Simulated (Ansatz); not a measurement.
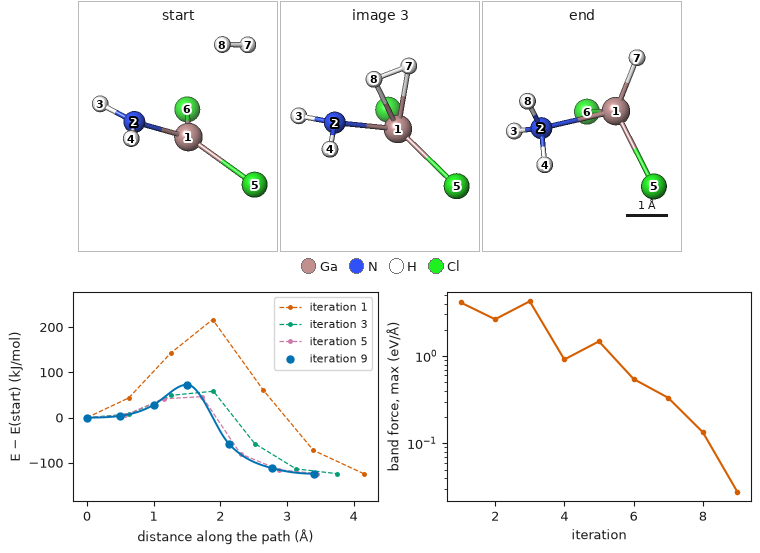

A search for the minimum-energy path of GaNH4Cl2, made up at the start of GaNH$_{2}$Cl$_{2}$ and H₂ by the nudged elastic band. Images are numbered from 0 (start) to 6 (end). The plot follows the band through its iterations. The picture is a ball-and-stick view, seen at a tilt.

Theory: RKS PBE0-D4/def2-SVP (Ansatz). Settings: 5 movable images; climbing image; force threshold 0.03 eV/Å; iteration limit 60; starting path through a guess of the saddle point.

Q: How did the profile develop, and is the result final?

A: The result is final at these settings. The band converged in 9 iterations. The largest component of the band force went from 4.1 to 0.028 eV/Å. The climbing image converged on the top of the path. Its vibrational analysis gives one imaginary mode (1226i cm⁻¹), as a transition state must have. The first iteration put the highest image at 216.9 kJ/mol. The energy climbs by 73.0 kJ/mol to image 3 and then falls by 196.8 kJ/mol, so the end point sits at −123.8 kJ/mol.

Limits of the set-up: the start holds two separate molecules, 2.7 Å apart at their closest, whose relative position is a soft coordinate.

Cost: 2.3 min on 2 threads of Arm Neoverse V1 (shared host), peak memory 0.25 GiB.
